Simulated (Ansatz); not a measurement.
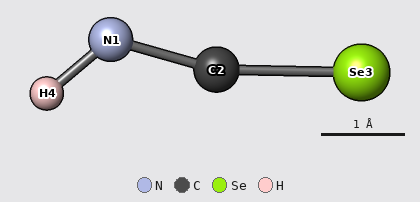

Fig. 1: The structure as given in the input (ball-and-stick view, seen on its broad side; atoms are numbered from 1 in the order of the input). Bond lengths as drawn: C–N 1.35 Å, C–Se 1.76 Å and H–N 1.01 Å.

# What a change does: single-point calculation on CHNSe

System: CHNSe, SMILES N=C=[Se].
Method of run 1: RHF-CCSD(T), frozen core/def2-TZVPP (Ansatz 0.2.0).

The geometry: displaced from a GFN2-xTB structure. Text and figures count atoms from 1; the logs count them from 0 in places.

The input, run 1:
```yaml
crystal:
  periodic: [false, false, false]
  atoms:
    - {symbol: N, position_ang: [-0.473300, 0.516600, -0.676200]}
    - {symbol: C, position_ang: [0.294000, -0.223500, 0.144000]}
    - {symbol: Se, position_ang: [1.635300, -1.020900, 0.965300]}
    - {symbol: H, position_ang: [-1.471700, 0.635800, -0.561100]}
basis:
  gaussian: {orbitals: def2-TZVPP}
correlation: {method: ccsd_t}
output: {forces: true}
```

Launched with:
```bash
ansatz run in.yaml --threads 4 --pin off --events-out ev --progress --plain --max-ram 5222MiB
```

Hardware: 4 threads of Intel Xeon, 54 GiB of memory available, shared host.

Output (run 1):
```
Functional definition: HF
  exchange = exact_x
  correlation = 0
798 factors; integrals over basis functions are off by at most 8.6e-4 eV
mean field evaluation 1: about -67827.8816 eV, gradient 3.0e1 eV
mean field evaluation 2: about -67828.0260 eV, gradient 3.0e1 eV
mean field evaluation 4: about -67830.0802 eV, gradient 3.4e0 eV
mean field evaluation 8: about -67830.1394 eV, gradient 4.5e-1 eV
mean field evaluation 16: about -67830.1438 eV, gradient 2.2e-6 eV
mean field -67830.14378550 eV, -2492.7118071944 hartree, gradient 2.2e-6 eV, S^2 0.000000; 0 other end points of the search recorded, 0 dependent functions left out
11 core orbitals not correlated: weight in the atoms' cores, before any rotation towards them, 1.000 or more for the frozen orbitals, at most 0.000 for the correlated occupied ones
reference -67830.14378550 eV, -2492.7118071944 hartree; 13, 13 occupied and 100, 100 virtual orbitals, 798 factors
second order -17.33006997 eV of doubles, -0.00000000 eV of singles
cycle   1  -16.34549453 eV  change    9.8e-1 eV  update   1.6e-1
cycle   2  -17.01517954 eV  change   -6.7e-1 eV  update   6.6e-2
cycle   3  -17.18950886 eV  change   -1.7e-1 eV  update   2.7e-2
cycle   4  -17.16443524 eV  change    2.5e-2 eV  update   8.6e-3
cycle   5  -17.16414466 eV  change    2.9e-4 eV  update   3.3e-3
cycle   6  -17.16467205 eV  change   -5.3e-4 eV  update   1.1e-3
cycle   7  -17.16400687 eV  change    6.7e-4 eV  update   5.3e-4
cycle   8  -17.16376692 eV  change    2.4e-4 eV  update   2.0e-4
cycle   9  -17.16383596 eV  change   -6.9e-5 eV  update   8.3e-5
cycle  10  -17.16384405 eV  change   -8.1e-6 eV  update   4.2e-5
cycle  11  -17.16380447 eV  change    4.0e-5 eV  update   2.0e-5
cycle  12  -17.16382478 eV  change   -2.0e-5 eV  update   1.2e-5
cycle  13  -17.16381617 eV  change    8.6e-6 eV  update   5.0e-6
cycle  14  -17.16382288 eV  change   -6.7e-6 eV  update   2.1e-6
perturbative correction -1.03464770 eV, -0.0380226018 hartree
the calculation of the forces begins
Total energy: -67848.34225608 eV, -2493.3805886529 hartree
Atom 0 at    -0.473300     0.516600    -0.676200 Å, force     4.295963    -3.870598     4.149431 eV/Å
Atom 1 at     0.294000    -0.223500     0.144000 Å, force    -2.791533     3.355531    -3.667449 eV/Å
Atom 2 at     1.635300    -1.020900     0.965300 Å, force    -1.491113     0.739155    -0.774376 eV/Å
Atom 3 at    -1.471700     0.635800    -0.561100 Å, force    -0.013318    -0.224087     0.292393 eV/Å
Dipole moment:    -0.269301     0.000235     0.080234 e Å
```

The input of run 2 differs as follows (lines with − go, lines with + come):
```diff
-correlation: {method: ccsd_t}
+hamiltonian: {xc: r2scan, dispersion: d4}
```

Predict how the results change.

The total energies belong to different models, so their difference says nothing on which is more stable or more accurate. The largest force goes from 7.117 to 7.655 eV/Å. The dipole moment goes from 1.35 to 1.27 D.

Output (run 2):
```
Functional definition: r2SCAN
  parameter k0 = 0.174
  parameter k1 = 0.065
  parameter a1 = 4.9479
  exchange = r2scan_x(k0 = k0, k1 = k1, a1 = a1)
  correlation = r2scan_c
781 factors; their error is unknown
mean field evaluation 1: about -67878.1735 eV, gradient 7.4e1 eV
mean field evaluation 2: about -67782.1522 eV, gradient 1.7e2 eV
mean field evaluation 4: about -67884.0246 eV, gradient 5.5e1 eV
mean field evaluation 8: about -67890.9071 eV, gradient 1.4e-1 eV
mean field evaluation 16: about -67890.8777 eV, gradient 4.6e-3 eV
mean field -67890.87768838 eV, -2494.9437369583 hartree, gradient 2.0e-5 eV, S^2 0.000000; 0 other end points of the search recorded, 0 dependent functions left out
the calculation of the forces begins
reference -67890.87769619 eV, -2494.9437372453 hartree; 24, 24 occupied and 100, 100 virtual orbitals, 781 factors
Total energy: -67890.89245671 eV, -2494.9442796845 hartree
Atom 0 at    -0.473300     0.516600    -0.676200 Å, force     4.610113    -4.164358     4.472580 eV/Å
Atom 1 at     0.294000    -0.223500     0.144000 Å, force    -2.760589     3.444197    -3.778318 eV/Å
Atom 2 at     1.635300    -1.020900     0.965300 Å, force    -1.803463     0.929103    -0.973276 eV/Å
Atom 3 at    -1.471700     0.635800    -0.561100 Å, force    -0.046062    -0.208941     0.279014 eV/Å
Dipole moment:    -0.247955    -0.012885     0.093518 e Å
```

The two runs side by side:

```csv
quantity,run 1,run 2
outcome,converged,converged
total energy (hartree),−2493.380589,−2494.944280
dipole moment (D),1.35,1.27
largest force (eV/Å),7.117,7.655
basis functions,124,124
wall time (shared host),23 s,0.8 s
```
